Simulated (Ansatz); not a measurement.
# Cu(111) slab, 5 layers: from the cell to its phonons

Aim: the phonons of Cu(111) slab, 5 layers at a cell relaxed beforehand at this level.

Calculated with Ansatz 0.2.0; DFT PBEsol, scalar-relativistic, plane waves, PAW; PAW set soft_1.

### 1. Starting point

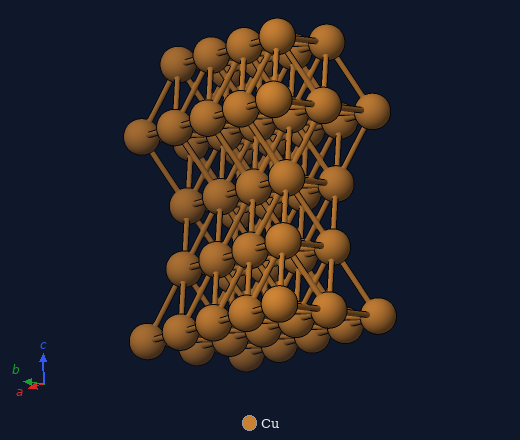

The starting structure, seen from a free direction (copper orange). 4×2×1 cells are drawn. Some periodic images of atoms are drawn too.

The cell holds 5 atoms: 5 Cu. Cell: a = 2.491 Å, b = 2.491 Å, c = 40.474 Å, α = 90.0°, β = 90.0°, γ = 120.0°. Vacuum lies along c.

Coordinates:

```cif
data_structure
_symmetry_space_group_name_H-M 'P 1'
_symmetry_Int_Tables_number 1
_cell_length_a 2.4911
_cell_length_b 2.4911
_cell_length_c 40.4739
_cell_angle_alpha 90.000
_cell_angle_beta 90.000
_cell_angle_gamma 120.000
_cell_volume 217.52
loop_
_atom_site_label
_atom_site_type_symbol
_atom_site_fract_x
_atom_site_fract_y
_atom_site_fract_z
_atom_site_occupancy
Cu1 Cu 0.00000 0.00000 0.16172 1
Cu2 Cu 0.33333 0.66667 0.21263 1
Cu3 Cu 0.66667 0.33333 0.26359 1
Cu4 Cu 0.00000 0.00000 0.31455 1
Cu5 Cu 0.33333 0.66667 0.36546 1
```

### 2. The dispersion

Stability and thermal properties need the whole zone. Linear response on a 3×3×1 q mesh gives force constants as far as a supercell of that size would.

input.yaml reads:

```yaml
crystal:
  lattice:
    - [2.4911306934, 0.0, 0.0]
    - [-1.2455653467, 2.1573824646, 0.0]
    - [0.0, 0.0, 40.4738797846]
  atoms:
    - { symbol: Cu, position: [0.0, 0.0, 0.1617177961] }
    - { symbol: Cu, position: [0.3333333333, 0.6666666667, 0.2126290971] }
    - { symbol: Cu, position: [0.6666666667, 0.3333333333, 0.2635890124] }
    - { symbol: Cu, position: [0.0, 0.0, 0.3145489277] }
    - { symbol: Cu, position: [0.3333333333, 0.6666666667, 0.3654602287] }
  periodic: [true, true, false]
kpoints:
  mp_grid: { grid: [18, 18, 1] }
hamiltonian:
  xc: pbesol
  pseudopotentials: { kind: paw, azcp: { folder: soft_1 }, xc_functional: pbe }
scf:
  occupations: { method: methfessel_paxton, width: 0.2 }
output:
  eigenvalues: true
phonons:
  method: dfpt
  qmesh: [3, 3, 1]
  temperatures: { t_max: 1000, t_step: 50 }
  qpath:
    path:
      - [0.0, 0.0, 0.0]
      - [0.5, 0.0, 0.0]
      - [0.33333333, 0.33333333, 0.0]
      - [0.0, 0.0, 0.0]
    npoints: 10
```

Launch:

```
ansatz run input.yaml --threads 8 --pin off --max-ram 16384MiB --backend cpu --events-out ev --progress --plain --runs-dir out
```

Numbers of over 12 decimals in the logs are rounded to 6 here.

The log of the run:

```text
Warning: crystal.symmetry: narrowed to the stabiliser of the run's FFT grids — unitary ops 12 → 6. A phonons.method: dfpt run fills in the rows of the dynamical matrix that it does not solve by its symmetry operations, which is exact only for operations that map its FFT grids onto themselves: filled in by any other, the frequencies could depend on the order in which like atoms are typed, or, by more than the grids' own error, on where the crystal sits among the grids' points. Excluded: 6 operations. The run can therefore solve more perturbations, solve them on more k-points, or both, and cost more. [rest of the remark cut]
Engine: ansatz 0.2.0, aarch64-unknown-linux-gnu
Pseudopotentials: kind: paw
Pseudopotential: Cu, paw, valence charge 19, recommended cutoff 420 eV (normal), soft_1/Cu.paw.azcp
Functional definition: PBEsol
  exchange = pbesol_x
  correlation = pbesol_c
Crystal: 5 atoms, lattice volume = 217.520 Å³
Basis set: ecut = 420 eV, 4065 PW (Γ), exchange–correlation on 36×36×576 points (8 copies of the dense FFT grid, shifted against one another)
Bands: 57, of which v1, the nominal top of the filled ones, is band 48 counted from 1 (47 counted from 0)
Symmetry: 12 space group operations
k-points: 37 of 324 (irreducible under 6 space group operations, time reversal used)
Non-local potential: Cu, projectors of the file, l = 0: 3, l = 1: 2, l = 2: 3, l = 3: 1
PAW form: soft (Blöchl's): semilocal exchange-correlation on the pseudo side does not see the compensation charge
PAW frozen core: Cu, regenerated for the run's functional, and the local potential with it (the file was generated under x = pbe(κ = 0.804, μ = 0.219515), c = pbe(β = 0.066725))
PAW one-centre angular grid: Cu, 590 points (default); XC on 64 Gauss nodes
Initial density: superposition of atomic densities (neutral atoms: chi_scale 0, normalization atom)
Initial wavefunctions: pseudopotential atomic-orbital guess
Functional: x = pbesol(κ = 0.804, μ = 0.123457), c = pbesol(β = 0.046)
SCF iter   1: F=—  HF=-32947.959638 eV  |F-HF|=—  |Δ(HF+E_count)|=         —  Δρ=1.50e-1  dr2=2.88e1  ethr=3.10e-3  ⟨swp⟩=16.6  Hψ=15196  notcnv=0  defer=11
preconditioner: auto → LDOS  [metal: Δε(μ)=0.003 eV  Ē_g=8.018 eV  σ=0.200 eV  W_gap=0.01  n_scr=30 (ndim 8)  ℏωp=18.7 eV  f_vac=0.712  D(μ)=2.65/eV (n_scr^D=18)  β→1.0]
SCF iter   2: F=—  HF=-32978.112097 eV  |F-HF|=—  |Δ(HF+E_count)|=    3.02e1  S|Δr|=    0.00e0  Δρ=2.93e-1  dr2=1.02e2  ethr=3.10e-3  ⟨swp⟩=4.2  Hψ=7304  notcnv=0  defer=109  recentre
SCF iter   3: F=—  HF=-32943.143039 eV  |F-HF|=—  |Δ(HF+E_count)|=    3.50e1  S|Δr|=    0.00e0  Δρ=3.96e-2  dr2=2.39e0  ethr=3.10e-3  ⟨swp⟩=4.6  Hψ=6727  notcnv=0  defer=114
SCF iter   4: F=—  HF=-32942.836111 eV  |F-HF|=—  |Δ(HF+E_count)|=   3.07e-1  S|Δr|=    0.00e0  Δρ=1.54e-2  dr2=3.35e-1  ethr=2.51e-3  ⟨swp⟩=2.8  Hψ=4259  notcnv=0  defer=102
SCF iter   5: F=—  HF=-32942.769181 eV  |F-HF|=—  |Δ(HF+E_count)|=   6.69e-2  S|Δr|=    0.00e0  Δρ=5.59e-3  dr2=8.41e-2  ethr=3.52e-4  ⟨swp⟩=2.8  Hψ=4117  notcnv=0  defer=100
SCF iter   6: F=—  HF=-32942.768496 eV  |F-HF|=—  |Δ(HF+E_count)|=   6.85e-4  S|Δr|=    0.00e0  Δρ=1.97e-3  dr2=1.43e-2  ethr=8.85e-5  ⟨swp⟩=2.1  Hψ=2990  notcnv=0  defer=100
SCF iter   7: F=—  HF=-32942.769555 eV  |F-HF|=—  |Δ(HF+E_count)|=   1.06e-3  S|Δr|=    0.00e0  Δρ=4.60e-4  dr2=1.31e-3  ethr=1.51e-5  ⟨swp⟩=2.9  Hψ=3536  notcnv=0  defer=100
SCF iter   8: F=—  HF=-32942.769853 eV  |F-HF|=—  |Δ(HF+E_count)|=   2.99e-4  S|Δr|=    0.00e0  Δρ=3.32e-4  dr2=2.06e-4  ethr=1.38e-6  ⟨swp⟩=3.0  Hψ=3877  notcnv=0  defer=100
SCF iter   9: F=—  HF=-32942.769868 eV  |F-HF|=—  |Δ(HF+E_count)|=   1.47e-5  S|Δr|=    0.00e0  Δρ=1.56e-4  dr2=3.26e-5  ethr=2.17e-7  ⟨swp⟩=2.8  Hψ=3729  notcnv=0  defer=100
SCF iter  10: F=—  HF=-32942.769886 eV  |F-HF|=—  |Δ(HF+E_count)|=   1.77e-5  S|Δr|=    0.00e0  Δρ=3.14e-5  dr2=4.34e-6  ethr=3.43e-8  ⟨swp⟩=3.0  Hψ=3884  notcnv=0  defer=100
SCF iter  11: F=—  HF=-32942.769911 eV  |F-HF|=—  |Δ(HF+E_count)|=   2.58e-5  S|Δr|=    0.00e0  Δρ=4.36e-5  dr2=3.47e-6  ethr=4.57e-9  ⟨swp⟩=2.9  Hψ=4101  notcnv=0  defer=101
SCF iter  12: F=—  HF=-32942.769911 eV  |F-HF|=—  |Δ(HF+E_count)|=   4.53e-7  S|Δr|=    0.00e0  Δρ=1.45e-5  dr2=3.68e-7  ethr=3.65e-9  ⟨swp⟩=2.7  Hψ=3212  notcnv=0  defer=101
SCF iter  13: F=—  HF=-32942.769911 eV  |F-HF|=—  |Δ(HF+E_count)|=   7.05e-8  S|Δr|=    0.00e0  Δρ=3.36e-6  dr2=1.79e-8  ethr=3.87e-10  ⟨swp⟩=3.1  Hψ=4281  notcnv=0  defer=101
SCF iter  14: F=—  HF=-32942.769911 eV  |F-HF|=—  |Δ(HF+E_count)|=   2.92e-8  S|Δr|=    0.00e0  Δρ=1.68e-6  dr2=4.59e-9  ethr=1.89e-11  ⟨swp⟩=3.2  Hψ=4445  notcnv=0  defer=101
SCF iter  15: F=—  HF=-32942.769911 eV  |F-HF|=—  |Δ(HF+E_count)|=   1.02e-8  S|Δr|=    0.00e0  Δρ=3.55e-7  dr2=2.49e-10  ethr=4.84e-12  ⟨swp⟩=2.9  Hψ=3812  notcnv=0  defer=101
SCF iter  16: F=—  HF=-32942.769911 eV  |F-HF|=—  |Δ(HF+E_count)|=   7.25e-9  S|Δr|=    0.00e0  Δρ=3.11e-7  dr2=2.03e-10  ethr=1.00e-12  ⟨swp⟩=2.8  Hψ=3802  notcnv=0  defer=101
SCF iter  17: F=—  HF=-32942.769911 eV  |F-HF|=—  |Δ(HF+E_count)|=   1.27e-9  S|Δr|=    0.00e0  Δρ=1.54e-7  dr2=6.68e-11  ethr=1.00e-12  ⟨swp⟩=1.4  Hψ=2192  notcnv=0  defer=101
SCF iter  18: F=-32942.769911 eV  HF=-32942.769911 eV  |F-HF|=6.48e-10  |Δ(HF+E_count)|=   1.53e-9  S|Δr|=    0.00e0  Δρ=4.36e-8  dr2=3.61e-12  ethr=1.00e-12  ⟨swp⟩=20.1  Hψ=16357  notcnv=0
SCF 1 converged in 18 iterations: F = -32942.769911 eV  dr2 = 3.61e-12
  greatest PAW one-centre occupation: 1.000 electrons in one spin orbital (limit 2), on the Cu atom at site 4 (counted from 0), in its partial waves of l = 0
phonons: the bands overlap, so this run is a metal and interpolates without the dipole-dipole term. If the crystal is really an insulator or semiconductor, its LO-TO splitting is missing
NSCF: frozen V_eff on 37 k-points
WARN: eigensolver did not converge (k=5): 1 band(s) unlocked after 2 eigensolves, warm-restarted (20 sweeps on the last) at ethr=4.22e-12 eV (storage-precision floor; scheduled 1.00e-12 eV) (lowest unlocked band 56, counted from 0; max residual 1.75e-5 eV among the unlocked bands, 1.75e-5 eV over every band; other slots of this pass that fall short are told together in one closing line; warning suppressed until the next SCF loop or pass starts)
WARN: eigensolver did not converge in 12 slots of this pass, the one above among them; of largest residual over every band (k=16): 1 band(s) unlocked (lowest unlocked band 56, counted from 0; max residual 3.24e-3 eV among the unlocked bands, 3.24e-3 eV over every band); of lowest unlocked band (k=5): band 56
NSCF: frozen V_eff on 91 k-points
DFPT response loops at q = (0, 0, 0) (fractional): preconditioner auto → none (partly filled bands, converged f_vac=0.713); β = 0.50; Broyden in place of MSR1
NSCF: frozen V_eff on 342 k-points
DFPT response loops at q = (0, 0.333333, 0) (fractional): mixed as the last ones told, above
NSCF: frozen V_eff on 342 k-points
DFPT response loops at q = (0.333333, 0.333333, 0) (fractional): mixed as the last ones told, above
SCF converged after 18 iterations
Stability not checked: this state was not tested for a lower state beside it, because cold or Methfessel-Paxton smearing, or corrected tetrahedra, fill the levels in a way that the test cannot read (fill_not_monotonic; see scf.lower_state_search)
Free energy (F): -32942.769911 eV
Harris-Foulkes:  -32942.769911 eV  (|F-HF|=6.48e-10)
Internal energy: -32942.764794 eV  (E = F + TS)
E sigma→0 (E₀):  -32942.768632 eV
Entropy (-TS):   -0.005117 eV (-1.023 meV/atom)
Fermi energy:    -4.992806 eV
--- Per-component energies (eV) ---
  E_band       = -3860.486950
  E_kinetic    = 1314.234647
  E_local      = -1045524.052281  (includes V_loc(G=0)·N_el)
  E_nonlocal   = 4457.343167
  E_hartree    = 520019.258859
  E_xc         = -343.616710
  E_vxc        = -445.340191  (∫ρ·V_xc dr)
  E_paw        = -8894.483134  (= ΣΔE_a)
  E_vpaw       = -3701.194959  (= ΣTr[D̂ρ^β])
  E_aug_tail   = 0.005032  (compensation charges beyond the density's cutoff)
  E_ewald      = 496027.514614
  E_core_change = 1.031013  (= ΣΔE_core)
  E_smearing   = -0.005117  (= −TS)
  E_closure    = -0.000000  (closes the sum)
  Σ components = -32942.769911   (vs F -32942.769911, Δ=0.00e0)
--- Band table (eV; the first three rows and the last of 37) ---
  k-point 0: bands = [... 44 lower, -6.9579, -6.7136, -6.7136, -6.6252, -6.6252, -6.1584, -5.5477, -0.5980 (-0.6001°), ... 5 higher]
  k-point 1: bands = [... 44 lower, -6.9397, -6.8767, -6.7359, -6.7142, -6.6238, -5.8807, -5.2191, -0.5215 (-0.5233°), ... 5 higher]
  k-point 2: bands = [... 44 lower, -7.0031, -6.9603, -6.7164, -6.6199, -6.5155, -5.3752, -4.5273, -0.2938 (-0.2951°), ... 5 higher]
  k-point 36: bands = [... 44 lower, -6.6988, -1.3864, -1.3864, -1.1842, -0.9560, -0.3479, -0.3479, 0.6444, ... 5 higher]
  ° read free of the cell's end (the report's vacuum.weakly_bound_levels)
--- Phonons (Γ-DFPT): 10 representative perturbations + reference (Σ response iterations 49) ---
  ASR residual: 1.631e-4 → 0.000e0 eV/Å²; symmetrization residual: 2.119e-5 eV/Å²
  The last average, over the group as it would stand without the narrowing to the FFT grids, took up to 6.783e-6 eV/Å² of the zone centre's force constants
  ASR residual per site (eV/Å²): 8.15e-6 1.30e-4 1.63e-4 1.36e-4 5.29e-6
  Γ frequencies (cm⁻¹): 0.00 0.00 0.00 36.89 36.89 68.82 68.82 89.30 96.96 96.96 115.94 115.94 160.21 217.28 255.67
--- Phonons (arbitrary-q DFPT): 3 irreducible q on the 3×3×1 mesh ---
  q = [0.0000, 0.0000, 0.0000] (star 1, of the zone-centre solve; hermiticity 4.83e-6, symmetrization 6.86e-13, taken by the last average 7.74e-7): -0.00 -0.00 0.00 36.89 36.89 68.82 68.82 89.30 96.96 96.96 115.94 115.94 160.21 217.28 255.67
  q = [0.0000, 0.3333, 0.0000] (star 6, 15 solved perturbations on 171 of 324 k-point pairs; hermiticity 5.65e-6, symmetrization 8.33e-10, taken by the last average 1.20e-6): 95.41 112.10 115.02 123.65 138.95 146.01 155.08 166.91 170.76 197.40 220.00 228.01 235.56 246.26 248.50
  q = [0.3333, 0.3333, 0.0000] (star 2, 10 solved perturbations in 1175 linear systems a pass and spin channel, the states on 171 of 324 k-point pairs; hermiticity 1.05e-6, symmetrization 4.44e-7, taken by the last average 8.03e-7): 136.10 136.10 157.76 157.76 161.04 204.55 208.33 211.22 211.22 225.00 225.00 231.69 240.22 240.22 241.01
  sum rule: each row above includes the acoustic sum rule's correction from the zone centre's row sums; it moved no ω² by more than (0.84 cm⁻¹)²
  mesh force constants: q→R imaginary residual 0.00e0; ASR residual 1.631e-4 → 0.000e0 eV/Å²; symmetrization residual 7.105e-15 eV/Å²
  interpolated dispersion: 31 rows × 15 modes
  density of states and harmonic sums: on the 30×30×1 q-mesh, interpolated from the force constants of a 3×3×1 supercell (no non-analytic term)
  largest difference from the sums on the solved wave vectors: F 6.17e-2 eV, S 9.02e-5 and C_V 2.84e-5 eV/K
  zero-point energy: 0.159391 eV/cell   skipped modes (ω ≤ 0): 3   left out of the sums: 2.22e-4 of the cell's modes: C_V's classical limit lies that fraction below 3 k_B per atom; for a crystal, a wire or a layer, F and S can be off by more, and a phonons.interpolated_qmesh denser along its periods is the remedy for the sampling
```

It took 17 min on 8 threads of Arm Neoverse V1, shared host; peak memory 4.5 GiB; 2.3 h of CPU time.

This step gave:

```
gap on the k-mesh                                       : 0 eV
sum-rule residual before enforcement                    : 1.63e-4 eV/Å²
lowest frequency on the path                            : 0 cm⁻¹
point group                                             : -3m
highest frequency on the path or at a solved wavevector : 275.8 cm⁻¹
mean frequency                                          : 171.5 cm⁻¹
area per atom                                           : 1.075 Å²
highest optical mode at the zone centre (no LO-TO term) : 255.7 cm⁻¹
lowest optical zone-centre mode                         : 36.89 cm⁻¹
lowest mode on the q mesh (acoustic modes at Γ apart)   : 36.89 cm⁻¹
zero-point energy per atom                              : 31.88 meV
heat capacity at 300 K                                  : 23.46 J/(mol atoms K)
vibrational entropy at 300 K                            : 32.12 J/(mol atoms K)
```

Frequencies (cm⁻¹) solved at each irreducible wavevector; negative means imaginary. Frequencies by wavevector, by row:

| q in reciprocal lattice units | star | mode 1 | mode 2 | mode 3 | mode 4 | mode 13 | mode 14 | mode 15 |
| --- | --- | --- | --- | --- | --- | --- | --- | --- |
| 0 0 0 | 1 | 0 | 0 | 0 | 36.9 | 160.2 | 217.3 | 255.7 |
| 0 0.3333 0 | 6 | 95.4 | 112.1 | 115 | 123.7 | 235.6 | 246.3 | 248.5 |
| 0.3333 0.3333 0 | 2 | 136.1 | 136.1 | 157.8 | 157.8 | 240.2 | 240.2 | 241 |

Interpolated from a 3×3×1 q mesh, rough between the solved points. Phonon branches along the path, in cm⁻¹:

| point | branch 1 | branch 2 | branch 3 | branch 4 | branch 12 | branch 13 | branch 14 | branch 15 |
| --- | --- | --- | --- | --- | --- | --- | --- | --- |
| Γ | 0 | 0 | 0 | 37 | 116 | 160 | 217 | 256 |
| M | 115 | 126 | 130 | 139 | 248 | 267 | 268 | 276 |
| K | 136 | 136 | 158 | 158 | 232 | 240 | 240 | 241 |
| Γ | 0 | 0 | 0 | 37 | 116 | 160 | 217 | 256 |

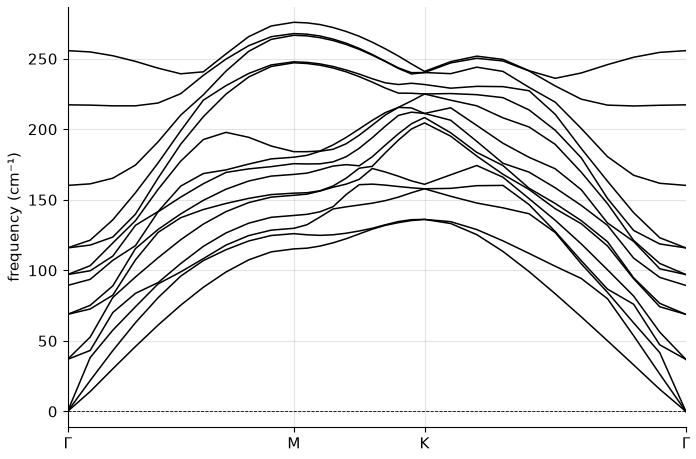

Phonon branches along the path.

The phonon density of states has structure finer than the step of the table below, so its rows give means over 25 cm⁻¹, whole bins alone (the curve runs from 2.5 to 278 cm⁻¹). Peaks (cm⁻¹: height): 172.5: 0.151, 242.5: 0.108.

Tetrahedra on a 30×30×1 mesh, mean over bins of 5 cm-1. Interpolated from a 3×3×1 q mesh, rough between the solved points. Table of phonon density of states by wavenumber; means over each step:

| wavenumber (cm⁻¹) | phonon density of states (1/cm⁻¹/cell) |
| --- | --- |
| 25 | 0.00335 |
| 50 | 0.00917 |
| 75 | 0.0213 |
| 100 | 0.0486 |
| 125 | 0.0911 |
| 150 | 0.104 |
| 175 | 0.0965 |
| 200 | 0.0570 |
| 225 | 0.0694 |
| 250 | 0.0841 |

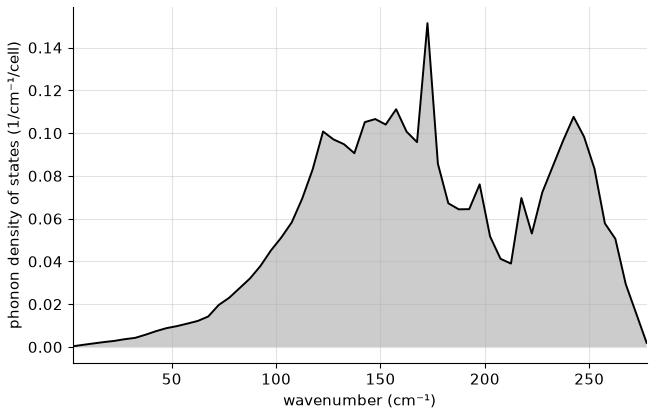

Phonon density of states against wavenumber.

Harmonic thermodynamic functions per atom, from the density of states. Interpolated from a 3×3×1 q mesh, rough between the solved points. Thermodynamic functions, by row:

| T (K) | F_vib (meV/atom) | S (J/mol-atom/K) | C_V (J/mol-atom/K) |
| --- | --- | --- | --- |
| 0 | 31.88 | 0 | 0 |
| 100 | 28.49 | 9.704 | 15.39 |
| 200 | 11.19 | 22.9 | 21.81 |
| 300 | -17.59 | 32.12 | 23.46 |
| 400 | -54.58 | 38.97 | 24.09 |
| 500 | -97.87 | 44.38 | 24.39 |
| 600 | -146.2 | 48.84 | 24.56 |
| 700 | -198.9 | 52.63 | 24.66 |
| 800 | -255.2 | 55.93 | 24.72 |
| 900 | -314.7 | 58.84 | 24.77 |
| 1000 | -377.1 | 61.46 | 24.8 |

Symmetry leaves 3 wavevectors to solve. The lowest mode among them, the acoustic zeros apart, lies at Γ and is real, 36.9 cm⁻¹.

### 3. What came out

| Property | Result |
| --- | --- |
| space group (within 0.01 Å) | P-3m1 |
| area per atom | 1.07 Å² |
| electronic character | no gap on this mesh |
| highest optical mode at the zone centre (no LO-TO term) | 256 cm⁻¹ |
| lowest optical zone-centre mode | 36.9 cm⁻¹ |
| lowest mode on the q mesh (acoustic modes at Γ apart) | 36.9 cm⁻¹ |
| highest frequency on the path or at a solved wavevector | 276 cm⁻¹ |
| zero-point energy per atom | 31.9 meV |
| heat capacity at 300 K | 23.5 J/(mol atoms K) |
| vibrational entropy at 300 K | 32.1 J/(mol atoms K) |
| imaginary modes on the 3×3×1 q mesh | none |

In words: The structure is a minimum as far as tested: no mode is imaginary at the 3 irreducible wavevectors of the 3×3×1 mesh, and the softest away from the acoustic zeros lies at 37 cm⁻¹. The optical modes at Γ span 37 to 256 cm⁻¹. The q mesh stands for a supercell only 7.5 Å across, so branches between the solved wavevectors are rough. With no gap, or one that is small against the smearing, the frequencies hang on the k mesh and the smearing, most of all near Kohn anomalies. In a sheet or slab the interpolated bending branch near Γ is rough, since the rotational sum rule isn't imposed. The PAW files were made for PBE and serve the other functionals too. A phonon run warned that its eigensolver left some bands unconverged in a pass. The starting cell was built on a prototype and not taken from a measurement. These are harmonic frequencies at zero temperature: anharmonic shifts, linewidths and thermal expansion are left out.

[Logs are printed without paths, hosts, clocks, repeated set-up lines and the standing remarks that a program may print on its own settings, such as how far it seeks lower states.]

[Hosts, paths, dates, database ids (printed as entryN), source tags and the programs' standing remarks are cut or masked in the printed files.]
